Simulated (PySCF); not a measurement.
# H3OP (PH3O): the cost of one run

Computed with PySCF 2.14.0, with density-fitted response routines of our own, on a single molecule in the gas phase. Atoms count from 0, in the outputs and in this text.

## Step 1: The molecule as given

5 atoms, charge 0, multiplicity 1; geometry from: GFN2-xTB. The atoms were then displaced at random by about 0.03 Å, so the start is not that level's minimum.

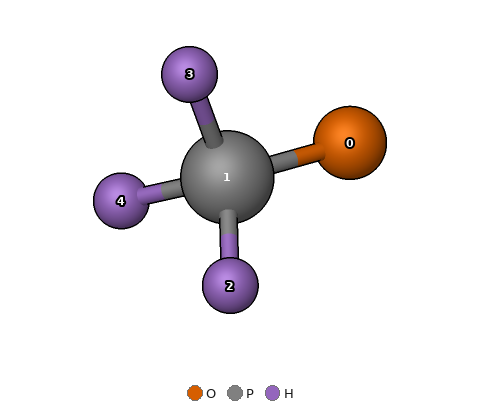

As it starts; oxygen orange, phosphorus grey, hydrogen purple, atoms numbered; sticks join atoms by distance.

## Step 2: Optimising the geometry at PBE0-D3(BJ)/def2-SVP

Job settings and geometry (Å):

```
{"job": {"xc": "PBE0", "basis": "def2-SVP", "d3": "d3bj", "grid": 1, "shake": 0.03, "kind": "geom"}, "charge": 0, "multiplicity": 1}
O      1.191530    -0.877540     0.630000
P      0.034690    -0.046680     0.013250
H     -0.897870     0.530680     0.892750
H      0.550690     1.052700    -0.766110
H     -0.786940    -0.763930    -0.866380
```

Run with:

```sh
$ OMP_NUM_THREADS=1 python probes_run.py task.json out
```

The driver reads the jobs from task.json and runs them one after another.

Q: Estimate the wall time and peak memory of this first job on 1 thread of Arm Neoverse N1, shared host.

About 4.8 s, with a peak of 0.24 GiB.
